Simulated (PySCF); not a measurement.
## Electronic structure of C$_{4}$H$_{10}$O$_{2}$Si (SMILES CC(C)OC(=O)[SiH3]) in real space

```xyz
17

C    -1.3858   -1.5578   -0.5681
C    -0.9902   -0.3368    0.2481
C    -1.6886    0.9297   -0.2335
O     0.4365   -0.1777    0.1162
C     1.0995    0.4422    1.0910
O     0.5812    0.8762    2.0919
Si    2.9698    0.5289    0.6836
H    -1.1537   -1.3910   -1.6171
H    -0.8416   -2.4346   -0.2265
H    -2.4516   -1.7407   -0.4636
H    -1.2075   -0.4935    1.3129
H    -2.7644    0.8201   -0.1299
H    -1.4461    1.1136   -1.2780
H    -1.3652    1.7812    0.3604
H     3.1378    0.0435   -0.6825
H     3.6748   -0.3125    1.6490
H     3.3881    1.9211    0.8295
```

Geometry: GFN2-xTB.

All numbers below come from PBE0/def2-SVPD, SCF density, gas phase (PySCF).

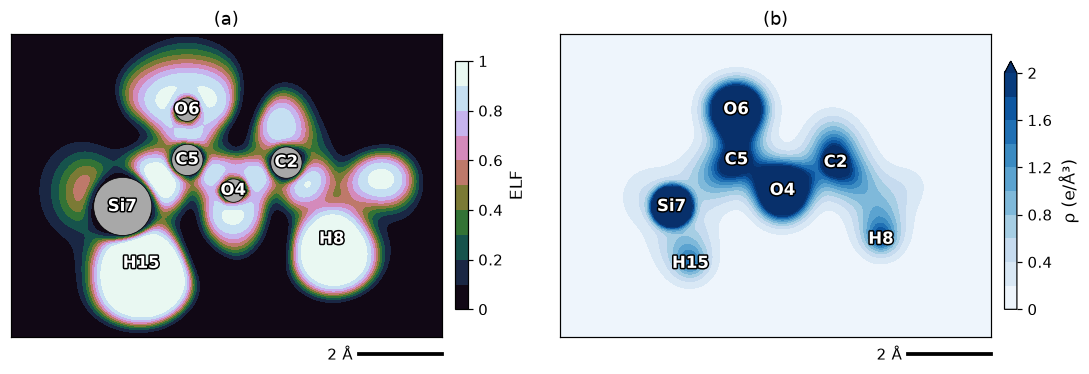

Figure 1. (a) electron localisation function; (b) electron density on the plane of atoms C2, O4 and C5. Grey discs cover the atomic cores in the ELF map.

> Read the bonding off the picture.

- The plane passes through C, O, Si and H nuclei.
- C–O (1.21 Å): the density is about 3.3 e/Å³ at the midpoint; the ELF peaks at about 0.85 between the atoms: a multiple bond.
- C–Si (1.92 Å): ρ at the midpoint is about 0.93 e/Å³; the ELF peaks at about 1 between the atoms: a covalent bond.
- C–O (1.33 Å): the density is about 2.5 e/Å³ at the midpoint; the ELF peaks at about 0.90 between the atoms: a shared but strongly polarised pair.
- Si–H (1.46 Å): the density is about 0.8 e/Å³ at the midpoint; the ELF climbs to about 1 towards the hydrogen, as it does in any bond to H.
- The ELF also peaks beside O4 and O6, away from the bonds: lone-pair regions.

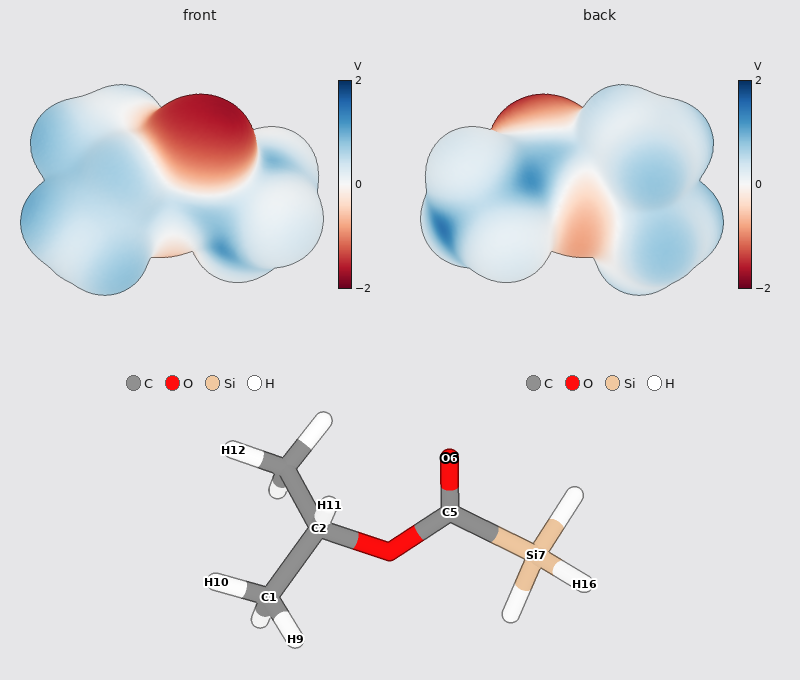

Figure 2. The electrostatic potential painted on the density surface at 0.002 e/bohr³, seen from the front and from behind; red is negative and blue positive. The bare structure is drawn below in the same view.

> Describe the electrostatic potential map.

The most negative region (about −1.7 V) lies over O6, the most positive (about +1.3 V) over Si7. O6 is the likeliest acceptor of a hydrogen bond.
